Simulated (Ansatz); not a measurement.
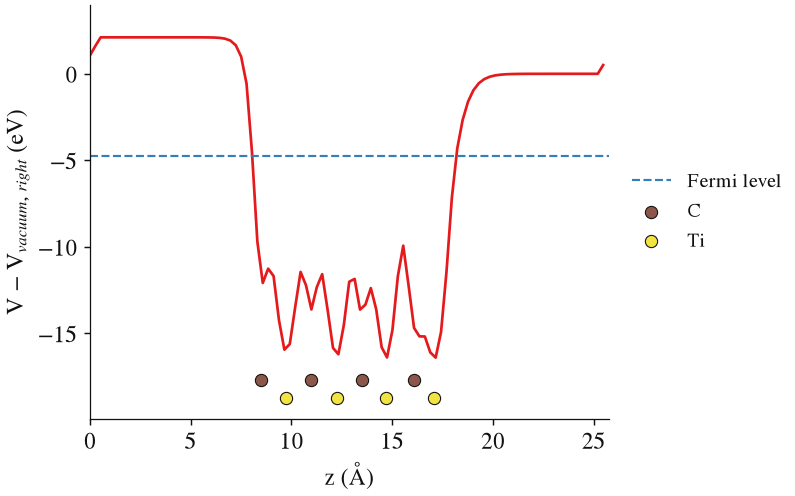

Plane-averaged electrostatic potential energy of an electron across the slab; circles at the bottom mark the heights of the atoms (positions after relaxation).

Calculation on a (111) slab cut from TiC (Fm-3m), ended by Ti above and C below, 8 atoms in the cell; a = 3.06 Å, b = 3.06 Å, c = 25.75 Å, α = 90.00°, β = 90.00°, γ = 120.00°.

Computed with Ansatz 0.2.0: DFT r2SCAN, scalar-relativistic, plane waves, PAW, no spin polarisation, 12×12×1 k mesh, 500 eV cutoff.

Q: Read off the work function of each face.

A: The work function is 4.76 eV at the right face and 6.87 eV at the left.

Q: Do the two faces differ, and what does that say about the slab's dipole?

A: The vacuum level is 2.11 eV higher at the left than at the right, so the slab carries a dipole along its normal; the ramp in the vacuum, at or near the edge of the plot, is the dipole correction that keeps each side flat. Some atoms were held fixed in the relaxation, which can itself make the faces differ.
